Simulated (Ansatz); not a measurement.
System: a (100) slab cut from W (Im-3m), 20 atoms in the cell. Starting structure of the relaxation:

```yaml
crystal:
  lattice:
    - [6.31875, 0.00000, 0.00000]
    - [0.00000, 6.31875, 0.00000]
    - [0.00000, 0.00000, 23.31875]
  atoms:
    - { symbol: W, position: [0.25000, 0.75000, 0.36451] }
    - { symbol: W, position: [0.25000, 0.25000, 0.36451] }
    - { symbol: W, position: [0.75000, 0.75000, 0.36451] }
    - { symbol: W, position: [0.75000, 0.25000, 0.36451] }
    - { symbol: W, position: [0.50000, 0.50000, 0.43226] }
    - { symbol: W, position: [0.50000, 0.00000, 0.43226] }
    - { symbol: W, position: [0.00000, 0.50000, 0.43226] }
    - { symbol: W, position: [0.00000, 0.00000, 0.43226] }
    - { symbol: W, position: [0.75000, 0.25000, 0.50000] }
    - { symbol: W, position: [0.75000, 0.75000, 0.50000] }
    - { symbol: W, position: [0.25000, 0.25000, 0.50000] }
    - { symbol: W, position: [0.25000, 0.75000, 0.50000] }
    - { symbol: W, position: [0.00000, 0.00000, 0.56774] }
    - { symbol: W, position: [0.00000, 0.50000, 0.56774] }
    - { symbol: W, position: [0.50000, 0.00000, 0.56774] }
    - { symbol: W, position: [0.50000, 0.50000, 0.56774] }
    - { symbol: W, position: [0.25000, 0.75000, 0.63549] }
    - { symbol: W, position: [0.25000, 0.25000, 0.63549] }
    - { symbol: W, position: [0.75000, 0.75000, 0.63549] }
    - { symbol: W, position: [0.75000, 0.25000, 0.63549] }
```

Computed with Ansatz: DFT PBE+D3(BJ), scalar-relativistic, plane waves, PAW, no spin polarisation, 5×5×1 k mesh, 420 eV cutoff, Gaussian smearing of 0.1 eV.

What does the potential across the slab give for the work function?

The work function is 4.13 eV at the right face and 4.28 eV at the left. The vacuum levels differ by 0.14 eV, so the slab carries a dipole along its normal. Some atoms were held fixed in the relaxation, which can itself make the faces differ. The outermost atoms are 6.2 Å apart, which leaves 17.1 Å of vacuum in a cell 23.3 Å high.

Spin-orbit coupling is left out, which matters for W.

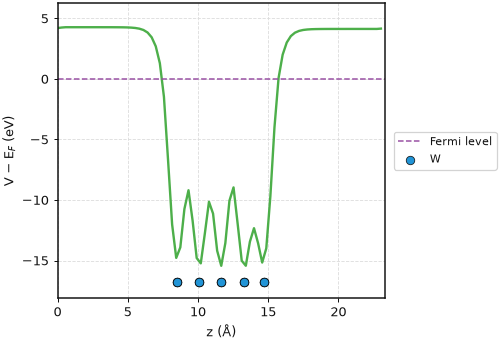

Plane-averaged electrostatic potential energy of an electron across the slab; circles at the bottom mark the heights of the atoms (positions after relaxation).
